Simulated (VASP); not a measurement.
Band structure of Al (relaxed from the A7 structure, space group R-3m). Calculation: PBEsol GGA, VASP's PBE PAW potentials (set 64) (plane waves; VASP 6.6.1).

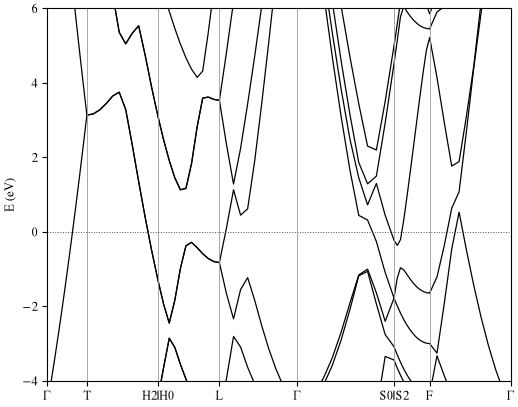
*Bands along high-symmetry lines, zero at the valence-band maximum or, without a gap, the Fermi level*

Question: Read the plot: is there a gap, and where are the band edges?

Answer: It has no gap at this level: it comes out as a metal or semimetal. (Edges off the drawn lines would not show.)

The structure was generated: Al was put into the A7 type (R-3m), which need not be its known phase. It was relaxed first, which changed the volume by -11 %.
